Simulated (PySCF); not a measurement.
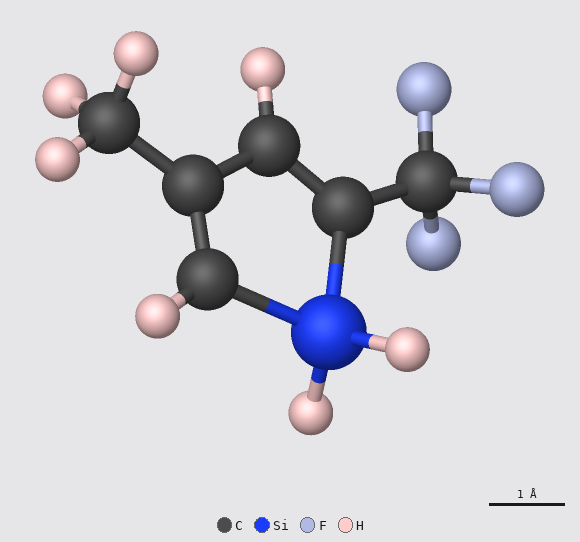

Starting structure of C$_{6}$H$_{7}$F$_{3}$Si. Style: ball-and-stick. Shown at a tilt.

The start comes from GFN2-xTB. Its atoms were then displaced at random by about 0.01 Å.

Level of theory: PySCF, PBE0-D3(BJ)/def2-SVP geometry optimisation, gas phase.

```xyz
17

C    -2.6319    0.2710   -0.1344
C    -1.2527   -0.1476    0.0970
C    -0.8836   -1.2607    0.7343
Si    1.0472   -1.3927    0.7955
C     1.0776    0.2351   -0.1657
C     2.3121    0.9345   -0.5742
F     2.1277    2.0792   -1.2393
F     3.0975    0.1668   -1.3826
F     3.1043    1.2482    0.4983
C    -0.1569    0.6895   -0.3908
H    -3.3695   -0.4155    0.2906
H    -2.8143    1.2748    0.3206
H    -2.8675    0.4014   -1.2179
H    -1.5995   -1.9443    1.1601
H     1.5669   -2.5026    0.0140
H     1.5965   -1.2447    2.1380
H    -0.3705    1.6193   -0.9333
```

**Where does the relaxation end?**

The energy falls by 0.228 eV in 11 geometry steps. The largest move after the best rigid fit is that of H16, 0.075 Å. By element the largest moves are H 0.075 Å, Si 0.067 Å, F 0.060 Å, C 0.051 Å. Some distances before and after: C3–Si4 1.936 → 1.867 Å, Si4–H15 1.454 → 1.493 Å, C1–C2 1.460 → 1.494 Å, Si4–H16 1.458 → 1.492 Å. Among the angles between lasting bonds that change: H15–Si4–H16 116.0° → 109.2°, C3–Si4–C5 86.6° → 91.6°, Si4–C5–C6 124.2° → 129.1°. Cost: 5.8 min on 1 thread of Arm Neoverse N1, on a shared host.

History of the run:

```json
{"step": "0", "E − E(0), eV": "0.0000"}
{"step": "1", "E − E(0), eV": "-0.2071"}
{"step": "2", "E − E(0), eV": "-0.2194"}
{"step": "3", "E − E(0), eV": "-0.2239"}
{"step": "4", "E − E(0), eV": "-0.2246"}
{"step": "5", "E − E(0), eV": "-0.2255"}
{"step": "6", "E − E(0), eV": "-0.2265"}
{"step": "7", "E − E(0), eV": "-0.2268"}
{"step": "8", "E − E(0), eV": "-0.2274"}
{"step": "9", "E − E(0), eV": "-0.2278"}
{"step": "10", "E − E(0), eV": "-0.2278"}
{"step": "11", "E − E(0), eV": "-0.2279"}
```

Final geometry:

```xyz
17

C    -2.6491    0.2957   -0.1385
C    -1.2477   -0.1620    0.1060
C    -0.8829   -1.2895    0.7611
Si    0.9815   -1.3784    0.7910
C     1.1266    0.2421   -0.1558
C     2.3476    0.9681   -0.5886
F     2.0758    2.1082   -1.2342
F     3.0942    0.2162   -1.4085
F     3.1218    1.2810    0.4604
C    -0.1263    0.6734   -0.3961
H    -3.3830   -0.3980    0.2923
H    -2.8146    1.2945    0.2983
H    -2.8476    0.3868   -1.2194
H    -1.6236   -1.9754    1.1784
H     1.5603   -2.5362    0.0477
H     1.5855   -1.3174    2.1543
H    -0.3349    1.6028   -0.9381
```

The end point in the same view:

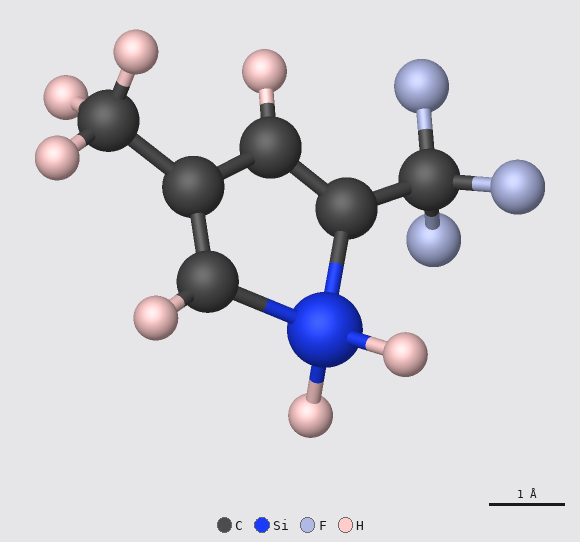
